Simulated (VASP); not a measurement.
Consider the following.

```xyz
4
Lattice="4.1719 2.0823 2.0823 2.0823 4.1719 2.0823 2.0823 2.0823 4.1719" Properties=species:S:1:pos:R:3 pbc="T T T"
Ni     0.0000     0.0000     0.0000
Ni     4.1683     4.1683     4.1683
O      2.0841     2.0841     2.0841
O      6.2524     6.2524     6.2524
```
Starting moments (μB, in the order of the record's atoms Ni Ni O O): 1.3 -1.3 0.0 0.0.

Level of theory: optB88-vdW, VASP's PBE PAW potentials (set 64) (plane waves; VASP). Settings: 520 eV cut-off, 10×10×10 Γ-centred mesh, tetrahedra with Blöchl corrections, potentials Ni O.

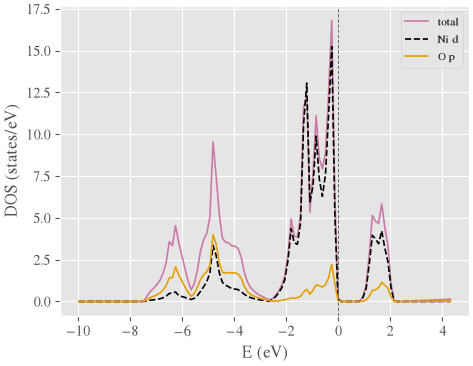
Figure. Total and projected density of states, zero at the valence-band maximum

Within 2 eV below the valence-band maximum the largest weight inside VASP's projection spheres is Ni d.

It has a band gap.

The compound is NiO in the rock salt, AFM-II order structure. It was relaxed first.
